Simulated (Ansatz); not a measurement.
## Pressure series in WC

Take WC (space group P-6m2, No. 187) as the base.

```
CELL_PARAMETERS angstrom
      2.92185     0.00000     0.00000
     -1.46093     2.53040     0.00000
      0.00000     0.00000     2.84710
ATOMIC_POSITIONS crystal
  W  0.00000 0.00000 0.00000
  C  0.33333 0.66667 0.50000
```

Cell and atoms are relaxed at each pressure.

All numbers come from plane-wave PAW DFT at the PBE level (Ansatz, a first-principles code, 420 eV), scalar-relativistic without spin-orbit coupling.

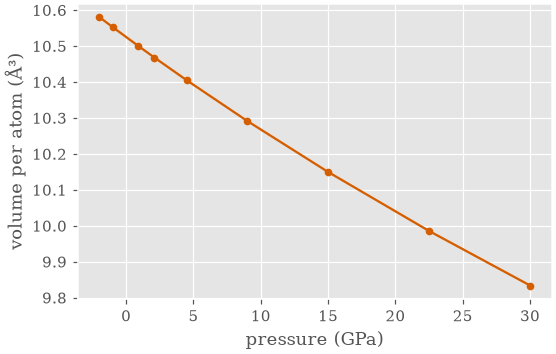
Volume against pressure

Task: Estimate the zero-pressure bulk modulus from the plot.

Result: About 380 GPa; a third-order Birch–Murnaghan fit to the points gives V₀ = 10.52 Å³/atom, B₀ = 383 GPa and B₀′ = 4.2.

Load acts through the strain it causes; cell and atoms are relaxed under it. No phonon test of stability was made. No other phases were tried under pressure. All final runs are without spin polarisation.
